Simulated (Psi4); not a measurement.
**UCAM-B3LYP/def2-SVP (core potential) run of InNH2Cl (SMILES [NH2][In][Cl])**

What is the vertical ionisation energy of InNH2Cl at UCAM-B3LYP/def2-SVP (core potential)? 

Program for the calculation: Psi4 1.11.

9 further runs of the same task are left out: 6 that didn't finish, 3 set aside as unsound or not needed.

### Step 1. The molecule

The species is InNH2Cl (5 atoms), meant as a doublet with charge 0. SMILES: `[NH2][In][Cl]`. The coordinates come from a PBE0-D4/def2-TZVP relaxation. This is one conformer, not always the lowest.

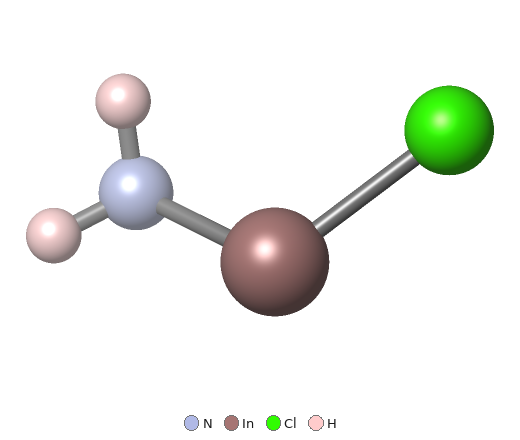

Viewed from a chosen angle; nitrogen light blue, indium brown, chlorine green, hydrogen pink.

### Step 2. Energy and gradient at UCAM-B3LYP/def2-SVP (core potential)

The input, job.in:

```
memory 2200 mb

molecule {
  0 2
  N
  In 1 R2
  Cl 2 R3 1 A3
  H 1 R4 2 A4 3 D4
  H 1 R5 4 A5 2 D5

  R2 = 2.072358
  R3 = 2.369007
  A3 = 113.1207
  R4 = 1.014642
  A4 = 113.009
  D4 = -164.07964
  R5 = 1.017033
  A5 = 107.38364
  D5 = -121.86895
  symmetry c1
}

set basis def2-SVP
set reference uks
set puream true
set e_convergence 1e-09
set d_convergence 1e-08
set scf_type pk
set dft_radial_points 99
set dft_spherical_points 590
set maxiter 100

e, wfn = gradient("cam-b3lyp", return_wfn=True)
oeprop(wfn, "MAYER_INDICES", "QUADRUPOLE", "DIPOLE")
```

Run with:

```
psi4 job.in job.out -n 1
```

job.out (excerpt; [...] marks lines left out):

```text
[...]
    !!!  WARNING: ECP capability is in beta. Please check occupations closely.  !!!
[...]
  Running in c1 symmetry.
[...]
  Nuclear repulsion =  154.716506523154180
[...]
  Multiplicity = 2
[...]
  Nalpha       = 24
  Nbeta        = 23
[...]
    Number of basis functions: 68
[...]
   @UKS iter   1:  -705.75944087616710   -1.10451e+00   1.20650e-02 DIIS/ADIIS
[...]
   @UKS iter  16:  -706.09118336193910   -3.41061e-12   3.96644e-09 DIIS
[...]
   @S^2 Observed:                7.586455908E-01
[...]
    Orbital Energies [Eh]
    ---------------------
    Alpha Occupied:
       1A   -101.531564     2A    -14.397003     3A     -9.485586
       4A     -7.253491     5A     -7.247319     6A     -7.247068
       7A     -4.760367     8A     -3.167894     9A     -3.163506
      10A     -3.160097    11A     -0.922190    12A     -0.879265
      13A     -0.848534    14A     -0.846605    15A     -0.846296
      16A     -0.835592    17A     -0.816822    18A     -0.542551
      19A     -0.493734    20A     -0.406330    21A     -0.360529
      22A     -0.355664    23A     -0.341241    24A     -0.274310
    Alpha Virtual:
      25A     -0.017606    26A      0.049312    27A      0.050969
[...]
  @UKS Final Energy:  -706.09118336193910
   => Energetics <=
    Nuclear Repulsion Energy =            154.7165065231541803
    One-Electron Energy =               -1354.9057164453799942
    Two-Electron Energy =                 533.3579658410291131
    DFT Exchange-Correlation Energy =     -39.2599392807422376
    Empirical Dispersion Energy =           0.0000000000000000
    VV10 Nonlocal Energy =                  0.0000000000000000
    Total Energy =                       -706.0911833619391018
[...]
  -Total Gradient:
     Atom            X                  Y                   Z
    ------   -----------------  -----------------  -----------------
       1        0.003163613600     0.000864233054    -0.002306598467
       2        0.000405851316    -0.003891928815    -0.001485016143
       3        0.000116671986     0.004080968935    -0.001807279987
       4       -0.000690454736    -0.004646893621     0.002927246080
       5       -0.002990721905     0.003585848791     0.002683454930
[...]
 Multipole Moments:
 ------------------------------------------------------------------------------------
     Multipole            Electronic (a.u.)      Nuclear  (a.u.)        Total (a.u.)
 ------------------------------------------------------------------------------------
 L = 1.  Multiply by 2.5417464519 to convert [e a0] to [Debye]
 Dipole X            :         -0.7998894            1.2383142            0.4384248
 Dipole Y            :         30.0470946          -28.9179590            1.1291356
 Dipole Z            :          5.5316149           -6.0162438           -0.4846290
 Magnitude           :                                                    1.3046182
 L = 2.  Multiply by 1.3450342976 to convert [e a0^2] to [Debye ang]
 Quadrupole XX       :        -31.6700205            1.7633236          -29.9066969
 Quadrupole XY       :         -1.0782657            1.0028862           -0.0753795
[...]
```

Wall time 62 s (1 thread of Intel Xeon at 2.50GHz (Skylake/Cascade Lake), shared host); peak memory 0.71 GiB.

### Step 3. The singlet cation: a single-point energy at CAM-B3LYP/def2-SVP (core potential)

The input, clh2inn.xyz:

```xyz
5
ClH2InN
N     -0.142600     0.808600    -0.493900
In    -0.411600    -1.217800    -0.153300
Cl     1.391500    -2.211500     1.018700
H     -0.999700     1.283800    -0.756700
H      0.212300     1.263200     0.343800
```

The input, clh2inn.py:

```python
import psi4

psi4.set_memory('2200 MB')
psi4.set_num_threads(1)
psi4.core.set_output_file('psi4.out', False)

with open('clh2inn.xyz') as f:
    atoms = ''.join(f.readlines()[2:])
m = psi4.geometry('1 1\n' + atoms + 'symmetry c1\nno_reorient\nno_com')

options = {'basis': 'def2-SVP', 'reference': 'rks', 'puream': True, 'e_convergence': 1e-09, 'd_convergence': 1e-08, 'scf_type': 'pk', 'dft_radial_points': 99, 'dft_spherical_points': 590}
psi4.set_options(options)

energy_value, wavefunction = psi4.energy('CAM-B3LYP', return_wfn=True)
psi4.oeprop(wavefunction, 'DIPOLE', 'MULLIKEN_CHARGES', 'WIBERG_LOWDIN_INDICES')
print(f'CAM-B3LYP energy: {energy_value:.10f} Eh')
for k, v in sorted(psi4.core.scalar_variables().items()):
    print(f'{k:45s} {v:18.10f}')
```

Run with:

```
python clh2inn.py
```

psi4.out (excerpt; [...] marks lines left out):

```text
[...]
    !!!  WARNING: ECP capability is in beta. Please check occupations closely.  !!!
[...]
  Running in c1 symmetry.
[...]
  Nuclear repulsion =  154.716518533842418
[...]
  Multiplicity = 1
[...]
  Nalpha       = 23
  Nbeta        = 23
[...]
    Number of basis functions: 68
[...]
   @RKS iter   1:  -705.45080667482057   -7.44030e-01   1.11079e-02 DIIS/ADIIS
[...]
   @RKS iter  14:  -705.77647987678722   -3.29692e-12   4.77662e-09 DIIS
[...]
  @RKS Final Energy:  -705.77647987678722
   => Energetics <=
    Nuclear Repulsion Energy =            154.7165185338424180
    One-Electron Energy =               -1343.3524001594048514
    Two-Electron Energy =                 521.9214418244093849
    DFT Exchange-Correlation Energy =     -39.0620400756342150
    Empirical Dispersion Energy =           0.0000000000000000
    VV10 Nonlocal Energy =                  0.0000000000000000
    Total Energy =                       -705.7764798767872207
[...]
 Multipole Moments:
 ------------------------------------------------------------------------------------
     Multipole            Electronic (a.u.)      Nuclear  (a.u.)        Total (a.u.)
 ------------------------------------------------------------------------------------
 L = 1.  Multiply by 2.5417464519 to convert [e a0] to [Debye]
 Dipole X            :        -26.5606651           24.9940847           -1.5665805
 Dipole Y            :        102.2951118         -103.8633163           -1.5682044
 Dipole Z            :        -19.7204378           19.3288747           -0.3915631
 Magnitude           :                                                    2.2509467
[...]
  Mulliken Charges: (a.u.)
   Center  Symbol    Alpha    Beta     Spin     Total
       1     N     3.62588  3.62588  0.00000 -0.25175
       2    IN    10.03687 10.03687  0.00000  0.92626
       3    CL     8.52752  8.52752  0.00000 -0.05504
       4     H     0.40708  0.40708  0.00000  0.18584
       5     H     0.40265  0.40265  0.00000  0.19470
   Total alpha = 23.00000, Total beta = 23.00000, Total charge =  1.00000
  Wiberg Bond Indices using Orthogonal Lowdin Orbitals:
[...]
```

The script printed:

```text
CAM-B3LYP energy: -705.7764798768 Eh
CURRENT ENERGY                                   -705.7764798768
CURRENT REFERENCE ENERGY                         -705.7764798768
DD SOLVATION ENERGY                                 0.0000000000
DFT FUNCTIONAL TOTAL ENERGY                      -705.7764798768
DFT TOTAL ENERGY                                 -705.7764798768
DFT VV10 ENERGY                                     0.0000000000
DFT XC ENERGY                                     -39.0620400756
GRID ELECTRONS ALPHA                               23.0000003288
GRID ELECTRONS BETA                                23.0000003288
GRID ELECTRONS TOTAL                               46.0000006576
NUCLEAR REPULSION ENERGY                          154.7165185338
ONE-ELECTRON ENERGY                             -1343.3524001594
PCM POLARIZATION ENERGY                             0.0000000000
PE ENERGY                                           0.0000000000
SCF ITERATION ENERGY                             -705.7764798768
SCF ITERATIONS                                     14.0000000000
SCF TOTAL ENERGY                                 -705.7764798768
TWO-ELECTRON ENERGY                               521.9214418244
XC GRID RADIAL POINTS                              99.0000000000
XC GRID SPHERICAL POINTS                          590.0000000000
XC GRID TOTAL POINTS                           277892.0000000000
```

Wall time 24 s (1 thread of Intel Xeon at 2.50GHz (Skylake/Cascade Lake), shared host); peak memory 0.71 GiB.

### Step 4. Results

Level: UCAM-B3LYP/def2-SVP (core potential).

```
                                           quantity          value
                      doublet InNH2Cl: total energy  -706.09118 Eh
                     doublet InNH2Cl: dipole moment         3.32 D
doublet InNH2Cl: HOMO energy (highest over α and β)       -7.46 eV
 doublet InNH2Cl: LUMO energy (lowest over α and β)       -2.63 eV
                              doublet InNH2Cl: ⟨S²⟩          0.759
          doublet InNH2Cl: largest force on an atom     0.285 eV/Å
                       singlet cation: total energy  -705.77648 Eh
                        singlet cation: HOMO energy      -15.01 eV
                        singlet cation: LUMO energy       -9.65 eV
                      singlet cation: HOMO–LUMO gap        5.37 eV
 vertical ionisation energy (to the singlet cation)       8.564 eV
```

What this shows: The vertical ionisation energy comes to 8.56 eV (826 kJ/mol). The largest force (doublet InNH2Cl) is 0.28 eV/Å: the shape isn't a stationary point for this species at this level. Only the singlet of the ionised species was computed; a triplet could lie lower.
